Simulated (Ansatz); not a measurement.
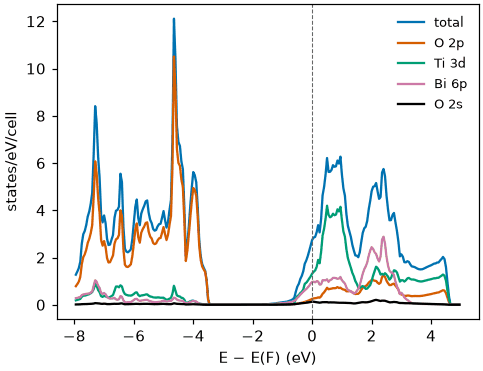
*Total and projected density of states of TiBiO₃ in space group P4mm (No. 99; Ti on 1b, Bi on 1a, O on 1b, O on 2c), PBEsol in the plane-wave PAW code Ansatz*

Which orbitals carry the states next to the Fermi level?

Within 0.5 eV of the Fermi level: Ti 3d 57 %, Bi 6p 28 %, O 2p 9 %. Projections are on Löwdin-orthogonalised atomic valence shells; empty p or d shells of many metals are not among them.

Where is the tallest occupied peak in this window, and what makes it?

Near -4.6 eV, about 12 states/eV per cell; the largest projected share is O 2p.

The start of the workflow was typed in or built on a structure type; neither database checked (COD, Materials Project) lists it. Its standing as an ambient phase is unchecked. The cell was relaxed with PBEsol under the symmetry of its start; its stability against distortions is not shown here. Magnetic state: ferromagnetic, the only order run, not a proven ground state. The cell computed holds one magnetic atom, so no antiferromagnetic order was within reach. No Hubbard U is applied. The compound may be a true metal, but semilocal functionals without U, or a wrong spin order, can also close a gap. Scalar-relativistic: spin–orbit coupling is off unless named, which matters more the heavier the elements.

Potentials: the earlier of the program's two PAW sets. The files were generated under PBE; for other functionals the program regenerates the frozen cores, and for LDA and PBEsol the local potential too.
